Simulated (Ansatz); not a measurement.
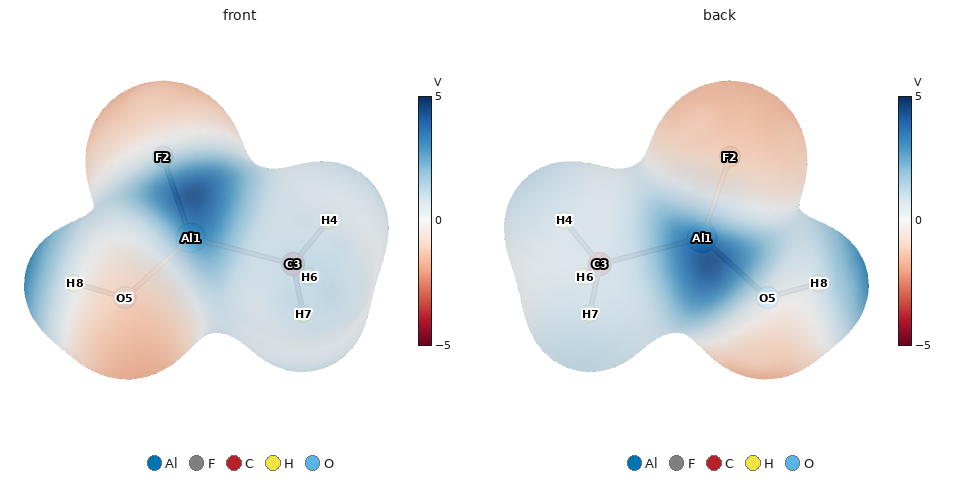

CH4AlFO. The molecular electrostatic potential painted on the density surface at 0.004 e/bohr³, seen from the front and from behind; the colour scale runs from red (negative) to blue (positive).

Level of theory: Ansatz 0.2.0, RKS PBE/cc-pVDZ.

```yaml
atoms:
  - { symbol: Al, position_ang: [-0.0016, 0.6192, 0.3268] }
  - { symbol: F, position_ang: [0.9912, 1.4908, 1.4130] }
  - { symbol: C, position_ang: [0.4839, -1.1616, -0.3054] }
  - { symbol: H, position_ang: [1.4284, -1.5212, 0.1471] }
  - { symbol: O, position_ang: [-1.4795, 1.3604, -0.2171] }
  - { symbol: H, position_ang: [-0.3230, -1.8849, -0.0659] }
  - { symbol: H, position_ang: [0.6013, -1.1541, -1.4090] }
  - { symbol: H, position_ang: [-1.7008, 2.2513, 0.1103] }
```

Describe the electrostatic potential map.

The most negative region (about −1.6 V) lies over O5, the most positive (about +4.3 V) over Al1. O5 is the likeliest acceptor of a hydrogen bond.
